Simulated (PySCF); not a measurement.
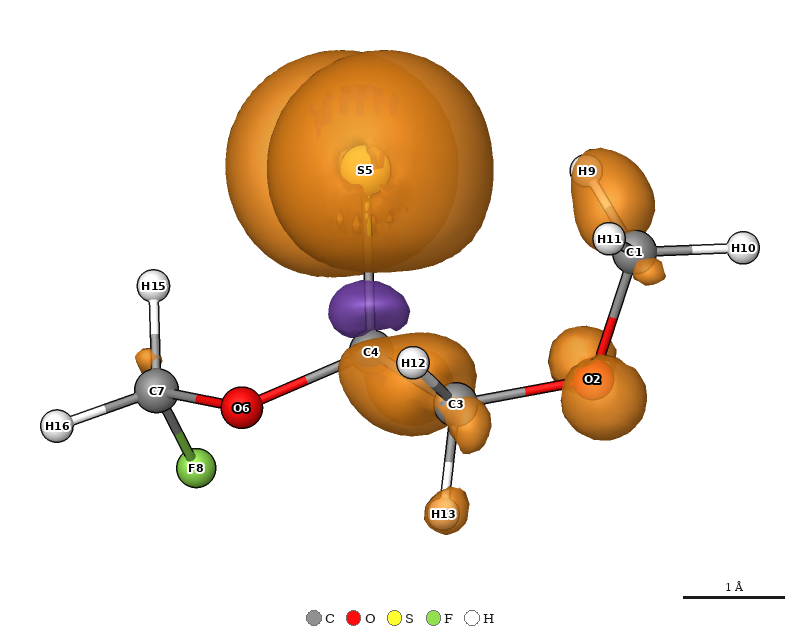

Figure 1: C4H8FO2S (SMILES COC[C@H]([S])OCF) (doublet). Isosurfaces of the spin density at +0.015 (orange) and −0.015 e/Å³ (purple), seen at an oblique angle.

Geometry: GFN2-xTB.

All numbers below come from PySCF, UKS B3LYP, pcH-1 on C F H O S, non-relativistic, mean-field spin-orbit, GIAO.

```yaml
atoms:
  - { symbol: C, position_ang: [-2.6692, 0.5140, 0.0360] }
  - { symbol: O, position_ang: [-1.9047, -0.5770, 0.4851] }
  - { symbol: C, position_ang: [-0.7426, -0.8196, -0.2384] }
  - { symbol: C, position_ang: [0.4794, 0.0064, 0.2365] }
  - { symbol: S, position_ang: [0.2878, 1.7639, -0.1385] }
  - { symbol: O, position_ang: [1.5945, -0.5417, -0.4266] }
  - { symbol: C, position_ang: [2.8139, -0.0897, 0.0076] }
  - { symbol: F, position_ang: [3.0973, -0.5699, 1.2622] }
  - { symbol: H, position_ang: [-2.0981, 1.4513, 0.1089] }
  - { symbol: H, position_ang: [-3.5429, 0.5670, 0.6819] }
  - { symbol: H, position_ang: [-2.9787, 0.3795, -1.0067] }
  - { symbol: H, position_ang: [-0.8799, -0.6438, -1.3131] }
  - { symbol: H, position_ang: [-0.4807, -1.8700, -0.0792] }
  - { symbol: H, position_ang: [0.5787, -0.0844, 1.3259] }
  - { symbol: H, position_ang: [2.8641, 1.0090, 0.0793] }
  - { symbol: H, position_ang: [3.5734, -0.4861, -0.6731] }
```

### Which atoms carry the spin?

The unpaired spin (1 electron) lies mostly on S5 (about 0.8), in electrons by Hirshfeld's partition.
